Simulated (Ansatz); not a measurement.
Consider KN2 (SMILES N#[N+][K]) (charge +1).

```yaml
atoms:
  - { symbol: K, position_ang: [0.0000, 0.0000, -2.5428] }
  - { symbol: N, position_ang: [0.0000, 0.0000, 1.8164] }
  - { symbol: N, position_ang: [0.0000, 0.0000, 0.7263] }
```

Geometry: B3LYP-D4/def2-TZVP.

Method: isolated molecule in a Gaussian basis; Kohn-Sham density functional theory, functional PBE0 in Ansatz 0.2.0.

What can the converged electron density and electron localisation function tell about the bonding?

Answer. N–N (1.09 Å): ρ is about 4.8 e/Å³ halfway; the ELF peaks at about 0.85 between the atoms: a multiple bond.
K–N (3.27 Å): ρ is about 0.03 e/Å³ halfway; the ELF is about 0 at the midpoint (an ionic contact with no shared pair).

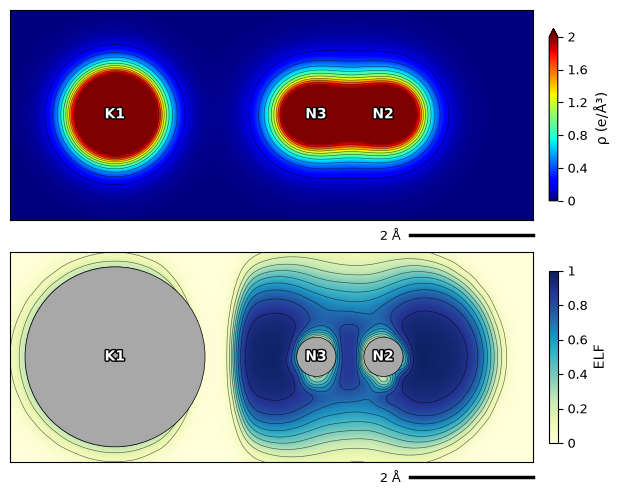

Computed electron density and electron localisation function on a plane that holds the molecular axis, in this order. Grey discs cover the atomic cores in the ELF map. 
